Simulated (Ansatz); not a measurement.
Geometry relaxation, with input and output: Ta16O (part 2 of 2)

The same run, continued: Ta16O (defect cell, 17 atoms in the cell); DFT PBE, scalar-relativistic, plane waves, PAW, no spin polarisation (Ansatz 0.2.0); cutoff 420 eV, 3×3×3 k-mesh, Gaussian smearing of 0.1 eV. It belongs to a series of runs on one base structure; here: end point B relaxed.

Geometry of the input (Å; fractional positions):
```
6.6200  0.0000  0.0000
0.0000  6.6200  0.0000
0.0000  0.0000  6.6200
Ta 0.0000  0.0000  0.0000
Ta 0.5000  0.0000  0.0000
Ta 0.0000  0.5000  0.0000
Ta 0.0000  0.0000  0.5000
Ta 0.2500  0.2500  0.2500
Ta 0.5000  0.5000  0.0000
Ta 0.5000  0.0000  0.5000
Ta 0.7500  0.2500  0.2500
Ta 0.0000  0.5000  0.5000
Ta 0.2500  0.7500  0.2500
Ta 0.2500  0.2500  0.7500
Ta 0.5000  0.5000  0.5000
Ta 0.7500  0.7500  0.2500
Ta 0.7500  0.2500  0.7500
Ta 0.2500  0.7500  0.7500
Ta 0.7500  0.7500  0.7500
O  0.6311  0.9977  0.2453
```

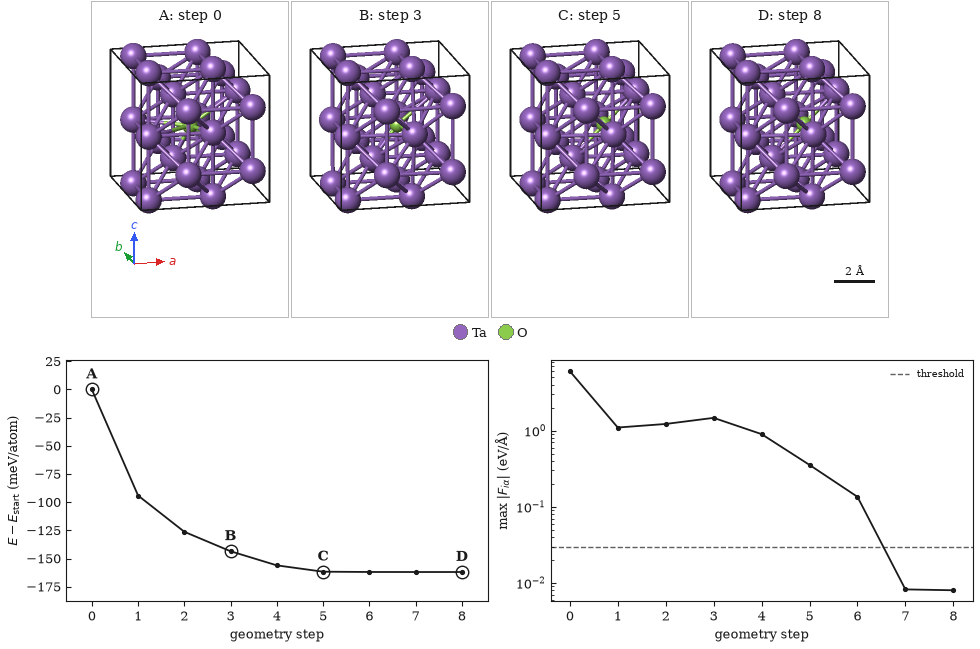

Figure 1. Frames of the relaxation (ball-and-stick view of the cell of the calculation (origin shifted), seen slightly off an axis) above the curves, on which the letters mark them (the first geometry is step 0 here and step 1 in the log).

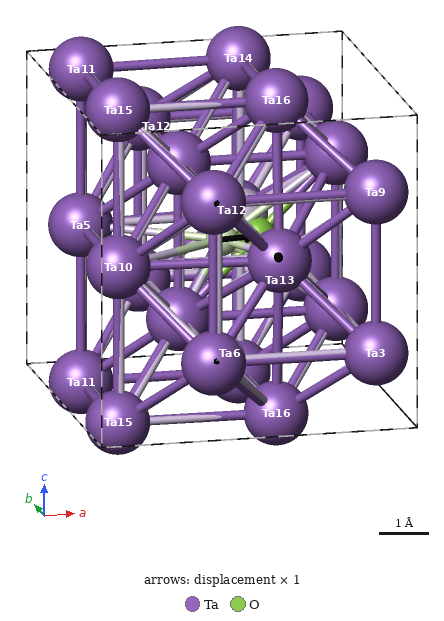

Figure 2. Start (faint) and end (solid) with the displacements as black arrows, at true length (ball-and-stick view of the cell of the calculation (origin shifted), seen slightly off an axis). Over 8 geometry steps the energy falls by 162 meV per atom. The largest force component goes from 6 to 0.008 eV/Å. The largest move is that of O17, 0.74 Å. Largest moves by element: O 0.74 Å, Ta 0.30 Å. The lattice vectors keep their values. Among the contacts that change: Ta10–O17 3.009 → 3.702 Å, Ta5–O17 3.026 → 3.702 Å, Ta4–O17 2.968 → 2.335 Å, Ta1–O17 2.933 → 2.335 Å. Among the angles that change: Ta8–O17–Ta13 129.1° → 180.0°, Ta2–O17–Ta7 124.6° → 90.0°, Ta1–O17–Ta7 150.9° → 180.0°. (Atoms are counted from 1 in the order of the input.)

```
SCF converged after 3 iterations
Free energy (F): -159484.041754 eV
Harris-Foulkes:  -159484.041754 eV  (|F-HF|=5.17e-8)
Internal energy: -159483.934722 eV  (E = F + TS)
E sigma→0 (E₀):  -159483.988238 eV
Entropy (-TS):   -0.107032 eV (-6.296 meV/atom)
Fermi energy:    18.865673 eV
--- Per-component energies (eV) ---
  E_band       = -1585.613521
  E_kinetic    = 6047.050161
  E_local      = -9004.332416  (includes V_loc(G=0)·N_el)
  E_nonlocal   = 287.679457
  E_hartree    = 3148.651759
  E_xc         = -3574.586758
  E_vxc        = -3366.240320  (∫ρ·V_xc dr)
  E_paw        = -134507.160560  (= ΣΔE_a)
  E_vpaw       = -1847.079525  (= ΣTr[D̂ρ^β])
  E_aug_tail   = 0.004586  (compensation charges beyond the density's cutoff)
  E_ewald      = -21881.240951
  E_smearing   = -0.107032  (= −TS)
  E_closure    = -0.000000  (closes the sum)
  Σ components = -159484.041754   (vs F -159484.041754, Δ=0.00e0)
--- Forces (eV/Å), atoms counted from 1 ---
  atom   1  Ta    -0.00191386     0.00016767     0.00068051
  atom   2  Ta     0.00269874     0.00111659     0.00323566
  atom   3  Ta     0.00104660    -0.00001810     0.00097546
  atom   4  Ta    -0.00149868     0.00018515    -0.00234422
  atom   5  Ta    -0.00056168    -0.00364331     0.00015892
  atom   6  Ta     0.00341564     0.00029500    -0.00116721
  atom   7  Ta     0.00297551     0.00079094    -0.00211675
  atom   8  Ta    -0.00328560    -0.00799906     0.00007285
  atom   9  Ta     0.00075423     0.00003306     0.00021761
  atom  10  Ta     0.00166866     0.00738757    -0.00016322
  atom  11  Ta    -0.00059394    -0.00621536     0.00030726
  atom  12  Ta     0.00311801     0.00014273    -0.00093391
  atom  13  Ta    -0.00145857     0.00274314     0.00048692
  atom  14  Ta    -0.00114556    -0.00381660     0.00016606
  atom  15  Ta    -0.00222732     0.00216602    -0.00006194
  atom  16  Ta    -0.00270883     0.00744097     0.00066484
  atom  17  O     -0.00031807    -0.00071158    -0.00018145
  max |Σ_I F_I| component: 6.48e-5 eV/Å
--- Relaxed structure (9 steps of the walk, 9 accepted, 0 SCFs on fresh bases) ---
  F+E_penalty+E_count = -159484.04175353 eV   max|allowed force component| = 8.003e-3 eV/Å
  atoms:
    - { symbol: Ta, position: [-0.007600764856740297, -0.0001368349475128484, 0.00034492177102800754] }
    - { symbol: Ta, position: [0.49361466157414974, -0.00015282191762885225, 0.0003216728243069172] }
    - { symbol: Ta, position: [0.00041959666927194055, 0.49986487742204705, -0.007714583598801681] }
    - { symbol: Ta, position: [-0.007603103653034279, -0.00013576465507361717, 0.49912199402489216] }
    - { symbol: Ta, position: [0.24300482230476408, 0.2501508043070205, 0.249725041684506] }
    - { symbol: Ta, position: [0.485550112438209, 0.4998556858957842, -0.007678323487516272] }
    - { symbol: Ta, position: [0.4936154156892691, -0.00014825685167584745, 0.49911371741966887] }
    - { symbol: Ta, position: [0.7430315351116261, 0.2950232594672166, 0.24972307987688383] }
    - { symbol: Ta, position: [0.0004210597722834834, 0.4998655228585985, 0.5071505502314634] }
    - { symbol: Ta, position: [0.2429779388603954, 0.7495367949859835, 0.2497281316822431] }
    - { symbol: Ta, position: [0.2430152113913683, 0.24243655239337517, 0.749723695742003] }
    - { symbol: Ta, position: [0.48555590039149865, 0.4998589009619656, 0.507145822830676] }
    - { symbol: Ta, position: [0.7430114294369079, 0.7047731888491727, 0.2497182543006073] }
    - { symbol: Ta, position: [0.7430144641494815, 0.2501581443103728, 0.7497237931915113] }
    - { symbol: Ta, position: [0.24302758301571786, 0.7573205075699712, 0.7497265792402841] }
    - { symbol: Ta, position: [0.7430305477214122, 0.7495317231440045, 0.7497179107053351] }
    - { symbol: O, position: [0.743016749983419, 0.9998981962063784, 0.24973220156090914] }
```

**Trajectory as extended XYZ (Å, eV, eV/Å), 9 frames, from step=1 to step=9**
```
17
Lattice="6.6200 0.0000 0.0000 0.0000 6.6200 0.0000 0.0000 0.0000 6.6200" Properties=species:S:1:pos:R:3:forces:R:3 step=1 energy=-159481.28834
Ta    0.0000    0.0000    0.0000    0.9158   0.0090  -1.1051
Ta    3.3100    0.0000    0.0000   -3.0804   0.0744  -5.1954
Ta    0.0000    3.3100    0.0000    0.4615  -0.0113  -0.4638
Ta    0.0000    0.0000    3.3100    0.9284   0.0077   1.1078
Ta    1.6550    1.6550    1.6550   -0.8650   0.9913   0.0156
Ta    3.3100    3.3100    0.0000   -0.0784  -0.0147   0.0197
Ta    3.3100    0.0000    3.3100   -2.3649   0.0578   4.0313
Ta    4.9650    1.6550    1.6550    2.7800   5.3328   0.1389
Ta    0.0000    3.3100    3.3100    0.5108  -0.0093   0.4720
Ta    1.6550    4.9650    1.6550   -0.8684  -0.9963   0.0169
Ta    1.6550    1.6550    4.9650   -0.4768   0.3953  -0.0222
Ta    3.3100    3.3100    3.3100   -0.0995  -0.0125  -0.0290
Ta    4.9650    4.9650    1.6550    3.1750  -6.0312   0.1579
Ta    4.9650    1.6550    4.9650    0.0830  -0.0368  -0.0253
Ta    1.6550    4.9650    4.9650   -0.4552  -0.3947  -0.0241
Ta    4.9650    4.9650    4.9650    0.0750   0.0285  -0.0276
O     4.1779    6.6048    1.6240   -0.6414   0.6100   0.9323
17
Lattice="6.6200 0.0000 0.0000 0.0000 6.6200 0.0000 0.0000 0.0000 6.6200" Properties=species:S:1:pos:R:3:forces:R:3 step=2 energy=-159482.88822
Ta    0.1226    0.0010   -0.1477   -0.7933  -0.0184   0.9737
Ta    3.2078    0.0035   -0.0955    0.0094  -0.0166  -0.7991
Ta    0.0482    3.3084   -0.0864   -0.8390   0.0127   0.6780
Ta    0.1260    0.0009    3.4588   -0.7982  -0.0165  -0.9768
Ta    1.5344    1.7895    1.6567    0.7024  -0.8748  -0.0314
Ta    3.3020    3.3079    0.0022    0.1869   0.0112   0.4752
Ta    3.2150    0.0031    3.4001    0.1528  -0.0198   0.4177
Ta    5.0578    1.7591    1.6612    0.0301   0.8657  -0.0237
Ta    0.0557    3.3086    3.3977   -0.8698   0.0082  -0.6722
Ta    1.5346    4.8301    1.6568    0.7155   0.8844  -0.0334
Ta    1.6069    1.7314    4.9620    0.8487  -0.5539   0.0290
Ta    3.2984    3.3081    3.3067    0.2190   0.0102  -0.4920
Ta    5.0622    4.8593    1.6616    0.1018  -1.0986  -0.0197
Ta    4.9720    1.6500    4.9611   -0.2008  -0.4325   0.0146
Ta    1.6102    4.8888    4.9618    0.8335   0.5593   0.0334
Ta    4.9705    4.9690    4.9609   -0.1903   0.4301   0.0158
O     4.1739    6.6061    1.6262   -0.1086   0.2493   0.4109
17
Lattice="6.6200 0.0000 0.0000 0.0000 6.6200 0.0000 0.0000 0.0000 6.6200" Properties=species:S:1:pos:R:3:forces:R:3 step=3 energy=-159483.43490
Ta    0.0632   -0.0016   -0.0558   -0.3209   0.0051   0.0014
Ta    3.2648   -0.0005   -0.0907   -0.1462  -0.0025   0.6114
Ta    0.0055    3.3082   -0.0558    0.2649   0.0093  -0.2378
Ta    0.0641   -0.0013    3.3661   -0.2910   0.0023  -0.0217
Ta    1.5780    1.6758    1.6524    0.1787   0.1332   0.0069
Ta    3.2671    3.3097    0.0359   -0.2104  -0.0077  -0.6133
Ta    3.2647   -0.0003    3.3960   -0.1066  -0.0036  -0.6551
Ta    5.0110    1.9176    1.6558   -0.3685  -0.9268  -0.0135
Ta    0.0113    3.3084    3.3645    0.2071   0.0081   0.2175
Ta    1.5775    4.9432    1.6521    0.1846  -0.1409   0.0096
Ta    1.6334    1.6707    4.9627   -0.1942  -0.0107   0.0087
Ta    3.2669    3.3099    3.2687   -0.2235  -0.0085   0.6364
Ta    5.0104    4.7002    1.6556   -0.3567   0.9428  -0.0122
Ta    4.9367    1.6098    4.9637    0.1862   0.4954  -0.0073
Ta    1.6345    4.9477    4.9625   -0.2134   0.0056   0.0101
Ta    4.9364    5.0076    4.9634    0.1873  -0.4878  -0.0052
O     4.3723    6.6196    1.6470    1.2234  -0.0135   0.0640
17
Lattice="6.6200 0.0000 0.0000 0.0000 6.6200 0.0000 0.0000 0.0000 6.6200" Properties=species:S:1:pos:R:3:forces:R:3 step=4 energy=-159483.72872
Ta    0.0012   -0.0016   -0.0121   -0.1009   0.0071  -0.1560
Ta    3.2963   -0.0014   -0.0180   -0.4752   0.0049   0.1448
Ta    0.0077    3.3086   -0.0650    0.2562   0.0029  -0.1986
Ta    0.0030   -0.0015    3.3211   -0.1013   0.0053   0.1393
Ta    1.5919    1.6640    1.6522    0.1280   0.0984   0.0092
Ta    3.2360    3.3098   -0.0066   -0.1322  -0.0099  -0.3856
Ta    3.2952   -0.0012    3.3234   -0.4525   0.0035  -0.1438
Ta    4.9838    1.9705    1.6539   -0.3371  -1.4017   0.0002
Ta    0.0098    3.3087    3.3728    0.2328   0.0029   0.1795
Ta    1.5917    4.9546    1.6519    0.1315  -0.1034   0.0114
Ta    1.6249    1.6156    4.9631   -0.1572   0.1554   0.0026
Ta    3.2364    3.3098    3.3113   -0.1463  -0.0094   0.4013
Ta    4.9826    4.6472    1.6537   -0.3289   1.4715   0.0018
Ta    4.9204    1.6232    4.9637    0.1260   0.3554  -0.0075
Ta    1.6243    5.0025    4.9631   -0.1571  -0.1584   0.0022
Ta    4.9206    4.9945    4.9637    0.1235  -0.3539  -0.0077
O     4.5723    6.6216    1.6518    1.3989  -0.0705   0.0072
17
Lattice="6.6200 0.0000 0.0000 0.0000 6.6200 0.0000 0.0000 0.0000 6.6200" Properties=species:S:1:pos:R:3:forces:R:3 step=5 energy=-159483.94153
Ta   -0.0449   -0.0013   -0.0017    0.0341   0.0028  -0.0503
Ta    3.2921   -0.0008    0.0489   -0.2750   0.0007  -0.5551
Ta    0.0147    3.3092   -0.0623    0.0517   0.0009  -0.1109
Ta   -0.0449   -0.0013    3.3085    0.0383   0.0025   0.0500
Ta    1.6100    1.6572    1.6529   -0.0961   0.0336   0.0028
Ta    3.2172    3.3089   -0.0431    0.0305   0.0004  -0.0649
Ta    3.2924   -0.0008    3.2569   -0.2766   0.0012   0.5576
Ta    4.9580    1.9761    1.6536   -0.1610  -0.8677  -0.0038
Ta    0.0146    3.3091    3.3693    0.0555   0.0018   0.1093
Ta    1.6110    4.9614    1.6529   -0.1057  -0.0396   0.0033
Ta    1.6128    1.5995    4.9631   -0.0417   0.0003  -0.0009
Ta    3.2173    3.3089    3.3495    0.0267   0.0006   0.0686
Ta    4.9570    4.6418    1.6536   -0.1561   0.8995  -0.0036
Ta    4.9052    1.6485    4.9634    0.1133   0.0540  -0.0029
Ta    1.6128    5.0187    4.9632   -0.0403  -0.0022  -0.0019
Ta    4.9047    4.9697    4.9635    0.1162  -0.0562  -0.0032
O     4.7678    6.6200    1.6518    0.6926  -0.0323   0.0062
17
Lattice="6.6200 0.0000 0.0000 0.0000 6.6200 0.0000 0.0000 0.0000 6.6200" Properties=species:S:1:pos:R:3:forces:R:3 step=6 energy=-159484.03691
Ta   -0.0549   -0.0009    0.0056    0.0367   0.0010  -0.0287
Ta    3.2740   -0.0010    0.0087   -0.0476   0.0007  -0.0484
Ta    0.0061    3.3092   -0.0543   -0.0093  -0.0008   0.0106
Ta   -0.0549   -0.0009    3.3006    0.0363   0.0010   0.0291
Ta    1.6078    1.6541    1.6532    0.0052   0.0168   0.0005
Ta    3.2129    3.3090   -0.0518    0.0087   0.0010   0.0024
Ta    3.2740   -0.0010    3.2976   -0.0469   0.0007   0.0488
Ta    4.9221    1.9627    1.6530   -0.0152  -0.3546   0.0025
Ta    0.0060    3.3092    3.3607   -0.0098  -0.0009  -0.0111
Ta    1.6078    4.9640    1.6532    0.0065  -0.0166   0.0003
Ta    1.6091    1.6064    4.9633   -0.0007  -0.0773  -0.0009
Ta    3.2129    3.3090    3.3583    0.0103   0.0006  -0.0055
Ta    4.9219    4.6556    1.6530   -0.0142   0.3536   0.0026
Ta    4.9180    1.6551    4.9632    0.0044   0.0088  -0.0008
Ta    1.6090    5.0120    4.9632    0.0010   0.0752  -0.0006
Ta    4.9181    4.9631    4.9632    0.0028  -0.0090  -0.0003
O     4.9078    6.6191    1.6535    0.0350  -0.0002  -0.0006
17
Lattice="6.6200 0.0000 0.0000 0.0000 6.6200 0.0000 0.0000 0.0000 6.6200" Properties=species:S:1:pos:R:3:forces:R:3 step=7 energy=-159484.04127
Ta   -0.0497   -0.0009    0.0026   -0.0002  -0.0004  -0.0069
Ta    3.2673   -0.0008    0.0019   -0.0037  -0.0013  -0.0041
Ta    0.0024    3.3090   -0.0504   -0.0034   0.0004   0.0014
Ta   -0.0498   -0.0009    3.3036    0.0003  -0.0003   0.0085
Ta    1.6091    1.6556    1.6532   -0.0004   0.0086  -0.0006
Ta    3.2152    3.3092   -0.0515   -0.0028  -0.0004   0.0069
Ta    3.2673   -0.0008    3.3045   -0.0045  -0.0010   0.0040
Ta    4.9181    1.9494    1.6532    0.0045   0.1351  -0.0011
Ta    0.0024    3.3090    3.3568   -0.0030   0.0005  -0.0015
Ta    1.6093    4.9627    1.6532   -0.0025  -0.0100  -0.0005
Ta    1.6077    1.6041    4.9631    0.0109   0.0142   0.0003
Ta    3.2153    3.3092    3.3577   -0.0037  -0.0002  -0.0043
Ta    4.9183    4.6686    1.6533    0.0028  -0.1338  -0.0015
Ta    4.9191    1.6543    4.9632   -0.0026   0.0197   0.0000
Ta    1.6077    5.0139    4.9631    0.0115  -0.0115   0.0004
Ta    4.9191    4.9640    4.9632   -0.0019  -0.0208  -0.0005
O     4.9191    6.6190    1.6533    0.0000   0.0012  -0.0004
17
Lattice="6.6200 0.0000 0.0000 0.0000 6.6200 0.0000 0.0000 0.0000 6.6200" Properties=species:S:1:pos:R:3:forces:R:3 step=8 energy=-159484.04175
Ta   -0.0503   -0.0009    0.0023   -0.0020   0.0001   0.0008
Ta    3.2677   -0.0010    0.0021    0.0027   0.0011   0.0033
Ta    0.0028    3.3091   -0.0511    0.0010   0.0000   0.0010
Ta   -0.0503   -0.0009    3.3042   -0.0015   0.0002  -0.0024
Ta    1.6087    1.6560    1.6532   -0.0006  -0.0034   0.0002
Ta    3.2143    3.3090   -0.0508    0.0034   0.0003  -0.0012
Ta    3.2677   -0.0010    3.3041    0.0030   0.0008  -0.0021
Ta    4.9189    1.9531    1.6532   -0.0033  -0.0082   0.0001
Ta    0.0028    3.3091    3.3573    0.0007   0.0001   0.0002
Ta    1.6085    4.9619    1.6532    0.0017   0.0072  -0.0002
Ta    1.6088    1.6049    4.9632   -0.0005  -0.0062   0.0003
Ta    3.2144    3.3091    3.3573    0.0031   0.0002  -0.0009
Ta    4.9187    4.6656    1.6531   -0.0014   0.0030   0.0005
Ta    4.9188    1.6560    4.9632   -0.0012  -0.0036   0.0002
Ta    1.6088    5.0135    4.9632   -0.0022   0.0021  -0.0001
Ta    4.9189    4.9619    4.9631   -0.0027   0.0072   0.0007
O     4.9188    6.6193    1.6532   -0.0003  -0.0007  -0.0002
17
Lattice="6.6200 0.0000 0.0000 0.0000 6.6200 0.0000 0.0000 0.0000 6.6200" Properties=species:S:1:pos:R:3:forces:R:3 step=9 energy=-159484.04175
Ta   -0.0503   -0.0009    0.0023   -0.0019   0.0002   0.0007
Ta    3.2677   -0.0010    0.0021    0.0027   0.0011   0.0032
Ta    0.0028    3.3091   -0.0511    0.0010   0.0000   0.0010
Ta   -0.0503   -0.0009    3.3042   -0.0015   0.0002  -0.0023
Ta    1.6087    1.6560    1.6532   -0.0006  -0.0036   0.0002
Ta    3.2143    3.3090   -0.0508    0.0034   0.0003  -0.0012
Ta    3.2677   -0.0010    3.3041    0.0030   0.0008  -0.0021
Ta    4.9189    1.9531    1.6532   -0.0033  -0.0080   0.0001
Ta    0.0028    3.3091    3.3573    0.0008   0.0000   0.0002
Ta    1.6085    4.9619    1.6532    0.0017   0.0074  -0.0002
Ta    1.6088    1.6049    4.9632   -0.0006  -0.0062   0.0003
Ta    3.2144    3.3091    3.3573    0.0031   0.0001  -0.0009
Ta    4.9187    4.6656    1.6531   -0.0015   0.0027   0.0005
Ta    4.9188    1.6560    4.9632   -0.0011  -0.0038   0.0002
Ta    1.6088    5.0135    4.9632   -0.0022   0.0022  -0.0001
Ta    4.9189    4.9619    4.9631   -0.0027   0.0074   0.0007
O     4.9188    6.6193    1.6532   -0.0003  -0.0007  -0.0002
```

**Key numbers**

| quantity | value |
| --- | --- |
| outcome | converged |
| electrons treated | 214 |
| free energy | −159484.0418 eV |
| Fermi energy | 18.866 eV |
| final volume | 290.12 Å³ |
| largest force (length of the vector) at the end | 0.009 eV/Å |
| hardware | 4 threads of Intel Xeon @ 2.50GHz (Skylake/Cascade Lake), 16 GiB of memory available, shared host |
| wall time | 70 s (CPU time 4.6 min) |
| peak memory | 1.2 GiB |

**Notes**

Spin–orbit coupling is left out, which matters for Ta.
